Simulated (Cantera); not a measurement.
Charge: 1 mol SiHCl₃, 0.31 mol Cl₂, 35 mol N₂, equilibrated at 13.0 mbar.

These are equilibrium values from Cantera (NASA tables, ideal gas, pure condensed phases), not measurements of a reactor. Candidate condensed phases: NH₄Cl, Si, Si₃N₄; 28 gas species. N₂ is the only nitrogen source here; it is nearly inert below about 1500 K, so the nitride shown seldom forms there in practice. The tables' values for SiCl₃ are old estimates; treat these amounts as uncertain. The numbers say what is thermodynamically allowed, not how fast it happens.

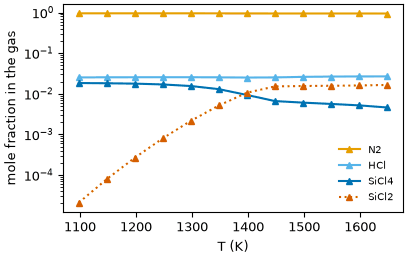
*Equilibrium gas composition (values under 1e-9 drawn at 1e-9)*

**Question.** Read off the mole fractions at 1098 K.

**Answer.** N₂ about 0.96, HCl about 0.025, SiCl₄ about 0.018, SiCl₂ about 2.1e-5.
